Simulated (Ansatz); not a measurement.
# SiO (triplet): correlated methods under varied settings

Aim: run SiO (triplet) at one geometry under a spread of methods and options, and see what each costs and gives.

The runs use Ansatz 0.2.0, Gaussian basis; the settings change from run to run.

18 further runs of the same task are left out: 7 that didn't finish, 11 set aside as unsound or not needed.

### Step 1. The system

The geometry is a PBE0/def2-TZVP stationary point (not a proven minimum).

2 atoms, charge 0, spin multiplicity 3.

Atoms are counted from 1 here; the program's logs count them from 0.

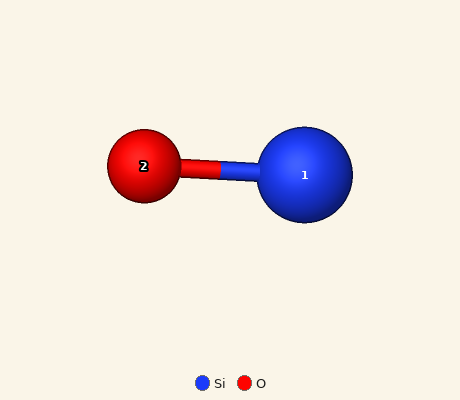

The structure; silicon blue, oxygen red; atoms are numbered from 1 in the order of the file.

### Step 2. BCCD on ROHF/6-31G

in.yaml reads:

```yaml
crystal:
  periodic: [false, false, false]
  atoms:
    - {symbol: Si, position_ang: [0.000000, 0.000000, 0.000000]}
    - {symbol: O, position_ang: [0.000000, 0.000000, 1.723500]}
basis:
  gaussian: {orbitals: 6-31G}
magnetization: {spin_polarized: false, initial_magnetization: 2}
correlation: {method: bccd, electrons: valence}
scf: {lower_state_search: full}
output: {forces: true}
```

Run with:

```console
$ ansatz run in.yaml --threads 1 --pin off --events-out ev --progress --plain --max-ram 2393MiB
```

The log of the run, cut to the lines that bear on the results:

```text
Functional definition: HF
  name "HF"
  cite "Fock, Z. Phys. 61, 126 (1930) doi:10.1007/BF01340294"
  parent pbe
[...]
215 factors; integrals over basis functions are off by at most 1.4e-4 eV
[...]
mean field -9895.21868267 eV, -363.6425793679 hartree, gradient 5.6e-6 eV, S^2 2.000000; 21 other end points of the search recorded, 0 dependent functions left out
[...]
determinant -9895.21868267 eV, -363.6425793679 hartree, with singles and doubles -9898.83491401 eV, -363.7754734187 hartree
determinant -9894.90478077 eV, -363.6310436858 hartree, with singles and doubles -9898.49273656 eV, -363.7628986291 hartree
determinant -9894.06067659 eV, -363.6000234295 hartree, with singles and doubles -9898.49373142 eV, -363.7629351895 hartree
determinant -9895.21868267 eV, -363.6425793679 hartree, with singles and doubles -9898.85567948 eV, -363.7762365357 hartree
determinant -9894.90478077 eV, -363.6310436858 hartree, with singles and doubles -9898.49646308 eV, -363.7630355764 hartree
determinant -9894.06067659 eV, -363.6000234295 hartree, with singles and doubles -9898.52276459 eV, -363.7640021389 hartree
6 core orbitals not correlated: weight in the atoms' cores, before any rotation towards them, 1.000 or more for the frozen orbitals, at most 0.000 for the correlated occupied ones
reference -9895.21868267 eV, -363.6425793679 hartree; 6, 4 occupied and 10, 12 virtual orbitals, 215 factors
second order -3.15388917 eV of doubles, -0.02293601 eV of singles
cycle   1  -3.61867035 eV  change    1.8e-2 eV  update   1.3e-2
[...]
cycle  17  -3.61685473 eV  change    4.2e-8 eV  update   1.8e-7
[...]
Total energy: -9898.83553740 eV, -363.7754963276 hartree
Atom 0 at     0.000000     0.000000     0.000000 Å, force    -0.000000     0.000000    -3.087081 eV/Å
Atom 1 at     0.000000     0.000000     1.723500 Å, force    -0.000000     0.000000     3.087081 eV/Å
Dipole moment:     0.000000    -0.000000    -0.287782 e Å
```

Run time: 1.5 s. Hardware: 1 thread of Intel Xeon Platinum 8488C, shared host.

From the report: correlation -3.6169 eV; largest double amplitude 0.12.

### Step 3. CISD/cc-pVTZ-DK

in.yaml reads:

```yaml
crystal:
  periodic: [false, false, false]
  atoms:
    - {symbol: Si, position_ang: [0.000000, 0.000000, 0.000000]}
    - {symbol: O, position_ang: [0.000000, 0.000000, 1.723500]}
basis:
  gaussian: {orbitals: cc-pVTZ-DK}
magnetization: {spin_polarized: false, initial_magnetization: 2}
correlation: {active_space: {ras: {orbitals: [4, 2, 52], electrons: 10, max_holes: 2, max_particles: 2}, fixed_orbitals: true}}
output: {forces: true}
```

Same command.

The log of the run, cut to the lines that bear on the results:

```text
Functional definition: HF
  name "HF"
  cite "Fock, Z. Phys. 61, 126 (1930) doi:10.1007/BF01340294"
  parent pbe
[...]
387 factors; integrals over basis functions are off by at most 1.6e-3 eV
[...]
mean field -9915.67265649 eV, -364.3942490416 hartree, gradient 1.6e-6 eV, S^2 2.000000; 17 other end points of the search recorded, 0 dependent functions left out
reference -9915.67265649 eV, -364.3942490416 hartree; 12, 10 occupied and 52, 54 virtual orbitals, 387 factors
state -9923.09927055 eV, -364.6671720745 hartree
[...]
Total energy: -9923.09927055 eV, -364.6671720745 hartree
Relativity: scalar
Atom 0 at     0.000000     0.000000     0.000000 Å, force     0.000000     0.000000     0.102270 eV/Å
Atom 1 at     0.000000     0.000000     1.723500 Å, force    -0.000000    -0.000000    -0.102270 eV/Å
Dipole moment:     0.000000    -0.000000    -0.188801 e Å
```

Run time: 11 s. Hardware: 1 thread of Intel Xeon Platinum 8488C, shared host; peak memory 0.39 GiB.

From the report: 103,412 determinants.

### Step 4. HF/6-31G

in.yaml reads:

```yaml
crystal:
  periodic: [false, false, false]
  atoms:
    - {symbol: Si, position_ang: [0.000000, 0.000000, 0.000000]}
    - {symbol: O, position_ang: [0.000000, 0.000000, 1.723500]}
basis:
  gaussian: {orbitals: 6-31G}
magnetization: {spin_polarized: true, initial_magnetization: 2}
hamiltonian: {xc: hf, pseudopotentials: {relativity: scalar}}
output: {orbitals: {seedname: orbitals}}
```

Launched as before.

The log of the run, cut to the lines that bear on the results:

```text
Functional definition: HF
  name "HF"
  cite "Fock, Z. Phys. 61, 126 (1930) doi:10.1007/BF01340294"
  parent pbe
[...]
218 factors; integrals over basis functions are off by at most 1.4e-4 eV
[...]
mean field -9911.44428455 eV, -364.2388592388 hartree, gradient 2.5e-5 eV, S^2 2.012897; 8 other end points of the search recorded, 0 dependent functions left out
reference -9911.44428455 eV, -364.2388592388 hartree; 12, 10 occupied and 10, 12 virtual orbitals, 218 factors
Total energy: -9911.44428455 eV, -364.2388592388 hartree
Relativity: scalar
```

Wall time 0.36 s (1 thread of Intel Xeon Platinum 8488C, shared host).

From the report: ⟨S²⟩ of the determinant 2.013 (pure triplet: 2.00).

### Step 5. MRCISD+Q(2,5)/6-31G*

in.yaml reads:

```yaml
crystal:
  periodic: [false, false, false]
  atoms:
    - {symbol: Si, position_ang: [0.000000, 0.000000, 0.000000]}
    - {symbol: O, position_ang: [0.000000, 0.000000, 1.723500]}
basis:
  gaussian: {orbitals: "6-31G*"}
magnetization: {spin_polarized: false, initial_magnetization: 2}
correlation: {method: fic_mrcisd_q, electrons: outside_noble_gas, active_space: {window: {electrons: 2, orbitals: 5}, states: [{multiplicity: 3, weights: [1, 0.5, 1]}], root: 0}}
accuracy: high
```

Launched as before.

The log of the run, cut to the lines that bear on the results:

```text
Functional definition: HF
  name "HF"
  cite "Fock, Z. Phys. 61, 126 (1930) doi:10.1007/BF01340294"
  parent pbe
[...]
556 factors; integrals over basis functions are off by at most 3.3e-9 eV
[...]
mean field -9896.31182884 eV, -363.6827517487 hartree, gradient 3.2e-8 eV, S^2 2.000000; 16 other end points of the search recorded, 0 dependent functions left out
reference -9896.31182884 eV, -363.6827517487 hartree; 12, 10 occupied and 22, 24 virtual orbitals, 556 factors
state -9896.29859627 eV, -363.6822654608 hartree
state -9895.98516615 eV, -363.6707471164 hartree
state -9892.42658823 eV, -363.5399717900 hartree
contracted CI cycle   1: correlation 0.00000000 eV, 0.0000000000 hartree, residual 2.28e1 eV
contracted CI cycle   2: correlation -5.45851761 eV, -0.2005968222 hartree, residual 3.50e0 eV
[...]
contracted CI cycle  14: correlation -5.92268916 eV, -0.2176548119 hartree, residual 7.33e-4 eV
contracted CI cycle  15: correlation -5.92268917 eV, -0.2176548124 hartree, residual 3.51e-4 eV
contracted CI cycle  16: correlation -5.92268917 eV, -0.2176548125 hartree, residual 1.30e-4 eV
contracted CI cycle  17: correlation -5.92268917 eV, -0.2176548125 hartree, residual 4.20e-5 eV
contracted CI cycle  18: correlation -5.92268917 eV, -0.2176548125 hartree, residual 1.44e-5 eV
contracted CI cycle  19: correlation -5.92268917 eV, -0.2176548125 hartree, residual 5.88e-6 eV
contracted CI cycle  20: correlation -5.92268917 eV, -0.2176548125 hartree, residual 2.64e-6 eV
contracted CI cycle  21: correlation -5.92268917 eV, -0.2176548125 hartree, residual 1.10e-6 eV
contracted CI cycle  22: correlation -5.92268917 eV, -0.2176548125 hartree, residual 4.48e-7 eV
state -9892.42658823 eV, -363.5399717900 hartree; corrected -9898.98127440 eV, -363.7808520636 hartree
Total energy: -9902.50401562 eV, -363.9103104156 hartree
```

It took 3.6 s on 1 thread of Intel Xeon Platinum 8488C, shared host.

From the report: 9 determinants; active occupations (of the averaged states) 1.00, 0.40, 0.40, 0.20, 0.00.

### Step 6. CASCI(4,5)/6-31G

in.yaml reads:

```yaml
crystal:
  periodic: [false, false, false]
  atoms:
    - {symbol: Si, position_ang: [0.000000, 0.000000, 0.000000]}
    - {symbol: O, position_ang: [0.000000, 0.000000, 1.723500]}
basis:
  gaussian: {orbitals: 6-31G}
magnetization: {spin_polarized: false, initial_magnetization: 2}
correlation: {active_space: {window: {electrons: 4, orbitals: 5}, fixed_orbitals: true}}
scf: {lower_state_search: off}
output: {forces: true}
```

Launched as before.

The log of the run, cut to the lines that bear on the results:

```text
Functional definition: HF
  name "HF"
  cite "Fock, Z. Phys. 61, 126 (1930) doi:10.1007/BF01340294"
  parent pbe
[...]
215 factors; integrals over basis functions are off by at most 1.4e-4 eV
[...]
mean field -9895.21868267 eV, -363.6425793679 hartree, gradient 5.6e-6 eV, S^2 2.000000; 2 other end points of the search recorded, 0 dependent functions left out
reference -9895.21868267 eV, -363.6425793679 hartree; 12, 10 occupied and 10, 12 virtual orbitals, 215 factors
state -9895.38936445 eV, -363.6488518079 hartree
[...]
Total energy: -9895.38936445 eV, -363.6488518079 hartree
Atom 0 at     0.000000     0.000000     0.000000 Å, force    -0.000000    -0.000000    -2.366369 eV/Å
Atom 1 at     0.000000     0.000000     1.723500 Å, force    -0.000000     0.000000     2.366369 eV/Å
Dipole moment:     0.000000     0.000000    -0.396309 e Å
Checks for a lower state left out: starts, cluster_reference, orbital_swaps, neighbouring_geometries, increment
```

It took 0.21 s on 1 thread of Intel Xeon Platinum 8488C, shared host.

From the report: 28 determinants; active occupations 1.98, 1.00, 1.00, 0.01, 0.01.

### Step 7. CASCI(4,4)/STO-3G

in.yaml reads:

```yaml
crystal:
  periodic: [false, false, false]
  atoms:
    - {symbol: Si, position_ang: [0.000000, 0.000000, 0.000000]}
    - {symbol: O, position_ang: [0.000000, 0.000000, 1.723500]}
basis:
  gaussian: {orbitals: STO-3G}
magnetization: {spin_polarized: false, initial_magnetization: 2}
correlation: {active_space: {window: {electrons: 4, orbitals: 4}, fixed_orbitals: true}}
```

Same command.

The log of the run:

```text
Functional definition: HF
  name "HF"
  cite "Fock, Z. Phys. 61, 126 (1930) doi:10.1007/BF01340294"
  parent pbe
  exchange = exact_x
  correlation = 0
161 factors; integrals over basis functions are off by at most 2.3e-5 eV
mean field evaluation 1: about -9771.0450 eV, gradient 2.5e1 eV
mean field evaluation 2: about -9771.0728 eV, gradient 2.5e1 eV
mean field evaluation 4: about -9775.5418 eV, gradient 5.8e0 eV
mean field evaluation 8: about -9776.1248 eV, gradient 1.3e-1 eV
mean field evaluation 16: about -9776.2545 eV, gradient 9.3e-1 eV
mean field evaluation 32: about -9778.0560 eV, gradient 9.1e-2 eV
mean field evaluation 64: about -9777.9965 eV, gradient 4.9e-1 eV
mean field evaluation 96: about -9773.7503 eV, gradient 9.0e0 eV
mean field evaluation 128: about -9776.1248 eV, gradient 8.5e-5 eV
mean field -9778.05632963 eV, -359.3369423092 hartree, gradient 1.6e-6 eV, S^2 2.000000; 14 other end points of the search recorded, 0 dependent functions left out
reference -9778.05632963 eV, -359.3369423092 hartree; 12, 10 occupied and 2, 4 virtual orbitals, 161 factors
state -9778.14141421 eV, -359.3400691101 hartree
Total energy: -9778.14141421 eV, -359.3400691101 hartree
```

Wall time 0.21 s (1 thread of Intel Xeon Platinum 8488C, shared host).

From the report: 10 determinants; active occupations 1.99, 1.00, 1.00, 0.01.

### Step 8. MRCISD+Q(2,5)/cc-pVDZ

in.yaml reads:

```yaml
crystal:
  periodic: [false, false, false]
  atoms:
    - {symbol: Si, position_ang: [0.000000, 0.000000, 0.000000]}
    - {symbol: O, position_ang: [0.000000, 0.000000, 1.723500]}
basis:
  gaussian: {orbitals: cc-pVDZ}
magnetization: {spin_polarized: false, initial_magnetization: 2}
correlation: {method: fic_mrcisd_q, electrons: outside_noble_gas, active_space: {window: {electrons: 2, orbitals: 5}, states: [{multiplicity: 3, weights: [0.5, 0.5, 1]}]}}
```

Same command.

The log of the run, cut to the lines that bear on the results:

```text
Functional definition: HF
  name "HF"
  cite "Fock, Z. Phys. 61, 126 (1930) doi:10.1007/BF01340294"
  parent pbe
[...]
545 factors; integrals over basis functions are off by at most 1.8e-7 eV
[...]
mean field -9896.80520142 eV, -363.7008828567 hartree, gradient 4.3e-6 eV, S^2 2.000000; 18 other end points of the search recorded, 0 dependent functions left out
reference -9896.80520142 eV, -363.7008828567 hartree; 12, 10 occupied and 20, 22 virtual orbitals, 545 factors
state -9896.78044381 eV, -363.6999730311 hartree
state -9896.46799998 eV, -363.6884909323 hartree
state -9892.78731572 eV, -363.5532282807 hartree
contracted CI cycle   1: correlation 0.00000000 eV, 0.0000000000 hartree, residual 2.41e1 eV
contracted CI cycle   2: correlation -5.66578792 eV, -0.2082138656 hartree, residual 3.73e0 eV
[...]
contracted CI cycle   6: correlation -6.13122062 eV, -0.2253182019 hartree, residual 7.42e-2 eV
contracted CI cycle   7: correlation -6.13133744 eV, -0.2253224949 hartree, residual 3.58e-2 eV
contracted CI cycle   8: correlation -6.13137114 eV, -0.2253237333 hartree, residual 2.03e-2 eV
contracted CI cycle   9: correlation -6.13138520 eV, -0.2253242501 hartree, residual 1.49e-2 eV
contracted CI cycle  10: correlation -6.13139262 eV, -0.2253245229 hartree, residual 1.04e-2 eV
contracted CI cycle  11: correlation -6.13139593 eV, -0.2253246443 hartree, residual 6.36e-3 eV
contracted CI cycle  12: correlation -6.13139705 eV, -0.2253246856 hartree, residual 3.82e-3 eV
contracted CI cycle  13: correlation -6.13139741 eV, -0.2253246989 hartree, residual 2.01e-3 eV
contracted CI cycle  14: correlation -6.13139749 eV, -0.2253247019 hartree, residual 9.27e-4 eV
state -9892.78731572 eV, -363.5532282807 hartree; corrected -9899.58861345 eV, -363.8031713622 hartree
Total energy: -9901.32634245 eV, -363.8670317251 hartree
```

It took 3.1 s on 1 thread of Intel Xeon Platinum 8488C, shared host.

From the report: 9 determinants; active occupations (of the averaged states) 1.00, 0.50, 0.25, 0.25, 0.00.

### Step 9. CCSD on UHF/6-31G

in.yaml reads:

```yaml
crystal:
  periodic: [false, false, false]
  atoms:
    - {symbol: Si, position_ang: [0.000000, 0.000000, 0.000000]}
    - {symbol: O, position_ang: [0.000000, 0.000000, 1.723500]}
basis:
  gaussian: {orbitals: 6-31G}
magnetization: {spin_polarized: true, initial_magnetization: 2}
correlation: {method: ccsd, electrons: all}
output: {forces: true}
```

Same command.

The log of the run, cut to the lines that bear on the results:

```text
Functional definition: HF
  name "HF"
  cite "Fock, Z. Phys. 61, 126 (1930) doi:10.1007/BF01340294"
  parent pbe
[...]
215 factors; integrals over basis functions are off by at most 1.4e-4 eV
[...]
mean field -9895.27335285 eV, -363.6445884602 hartree, gradient 2.4e-6 eV, S^2 2.012923; 17 other end points of the search recorded, 0 dependent functions left out
determinant -9895.27335285 eV, -363.6445884602 hartree, with singles and doubles -9898.95611041 eV, -363.7799273040 hartree
determinant -9894.97322211 eV, -363.6335588586 hartree, with singles and doubles -9898.61498130 eV, -363.7673910407 hartree
determinant -9894.19203237 eV, -363.6048506652 hartree, with singles and doubles -9898.62826754 eV, -363.7678793008 hartree
determinant -9893.72481452 eV, -363.5876807262 hartree, with singles and doubles -9898.40737831 eV, -363.7597617715 hartree
determinant -9895.27335285 eV, -363.6445884602 hartree, with singles and doubles -9898.97705086 eV, -363.7806968513 hartree
determinant -9894.97322211 eV, -363.6335588586 hartree, with singles and doubles -9898.61870503 eV, -363.7675278851 hartree
determinant -9894.19203237 eV, -363.6048506652 hartree, with singles and doubles -9898.64791880 eV, -363.7686014715 hartree
determinant -9893.72481452 eV, -363.5876807262 hartree, with singles and doubles -9898.58758271 eV, -363.7663841608 hartree
reference -9895.27335285 eV, -363.6445884602 hartree; 12, 10 occupied and 10, 12 virtual orbitals, 215 factors
second order -3.26598079 eV of doubles, -0.00000000 eV of singles
cycle   1  -3.70369566 eV  change    2.3e-6 eV  update   4.6e-6
[...]
cycle   5  -3.70369775 eV  change   -3.8e-8 eV  update   2.8e-7
[...]
Total energy: -9898.97705061 eV, -363.7806968422 hartree
Atom 0 at     0.000000     0.000000     0.000000 Å, force    -0.000000     0.000000    -3.142681 eV/Å
Atom 1 at     0.000000     0.000000     1.723500 Å, force    -0.000000    -0.000000     3.142681 eV/Å
Dipole moment:     0.000000     0.000000    -0.281128 e Å
```

Run time: 3 s. Hardware: 1 thread of Intel Xeon Platinum 8488C, shared host.

From the report: ⟨S²⟩ of the determinant 2.013 (pure triplet: 2.00); correlation -3.7037 eV; T1 0.015; largest double amplitude 0.11.

### Step 10. MP2 on ROHF/aug-cc-pVDZ

in.yaml reads:

```yaml
crystal:
  periodic: [false, false, false]
  atoms:
    - {symbol: Si, position_ang: [0.000000, 0.000000, 0.000000]}
    - {symbol: O, position_ang: [0.000000, 0.000000, 1.723500]}
basis:
  gaussian: {orbitals: aug-cc-pVDZ}
magnetization: {spin_polarized: false, initial_magnetization: 2}
correlation: {method: mp2, electrons: all}
accuracy: high
output: {forces: true}
```

Same command.

The log of the run, cut to the lines that bear on the results:

```text
Functional definition: HF
  name "HF"
  cite "Fock, Z. Phys. 61, 126 (1930) doi:10.1007/BF01340294"
  parent pbe
[...]
867 factors; integrals over basis functions are off by at most 3.7e-9 eV
[...]
mean field -9897.11377210 eV, -363.7122226200 hartree, gradient 1.1e-8 eV, S^2 2.000000; 17 other end points of the search recorded, 0 dependent functions left out
[...]
reference -9897.11377210 eV, -363.7122226200 hartree; 12, 10 occupied and 38, 40 virtual orbitals, 867 factors
second order -6.08868623 eV of doubles, -0.14887832 eV of singles
[...]
Total energy: -9903.35133664 eV, -363.9414488890 hartree
Atom 0 at     0.000000     0.000000     0.000000 Å, force     0.000000    -0.000000    -1.334614 eV/Å
Atom 1 at     0.000000     0.000000     1.723500 Å, force    -0.000000     0.000000     1.334614 eV/Å
Dipole moment:    -0.000000    -0.000000    -0.174814 e Å
```

Wall time 5.5 s (1 thread of Intel Xeon Platinum 8488C, shared host).

### Step 11. All runs side by side

Where basis and cores are those of an earlier FCI/6-31G run (-9899.1733 eV), and the state is the same kind, the miss against it is given.

| level | correlated | functions | energy (eV) | from FCI (meV) | time |
| --- | --- | --- | --- | --- | --- |
| BCCD on ROHF/6-31G | valence | 22 | -9898.8355 | 337.8 | 1.5 s |
| CISD/cc-pVTZ-DK | outside noble gas | 64 | -9923.0993 |  | 11 s |
| HF/6-31G (relativity set) |  | 22 | -9911.4443 |  | 0.36 s |
| MRCISD+Q(2,5)/6-31G* (lowest root of an average) | outside noble gas | 34 | -9902.5040 |  | 3.6 s |
| CASCI(4,5)/6-31G |  | 22 | -9895.3894 | 3784.0 | 0.21 s |
| CASCI(4,4)/STO-3G |  | 14 | -9778.1414 |  | 0.21 s |
| MRCISD+Q(2,5)/cc-pVDZ (mean of several states) | outside noble gas | 32 | -9901.3263 |  | 3.1 s |
| CCSD on UHF/6-31G | all | 22 | -9898.9771 |  | 3 s |
| MP2 on ROHF/aug-cc-pVDZ | all | 50 | -9903.3513 |  | 5.5 s |

### Step 12. What came out

```
quantity                     value
    runs                         9
quickest  CASCI(4,5)/6-31G, 0.21 s
 slowest     CISD/cc-pVTZ-DK, 11 s
```

In words: Total energies in different bases, with other cores or another treatment of relativity can't be set against each other. CISD/cc-pVTZ-DK took 50 times as long as CASCI(4,5)/6-31G; the jobs differ in more than the method. Hartree-Fock, CASSCF and CASCI lack dynamic correlation by design.
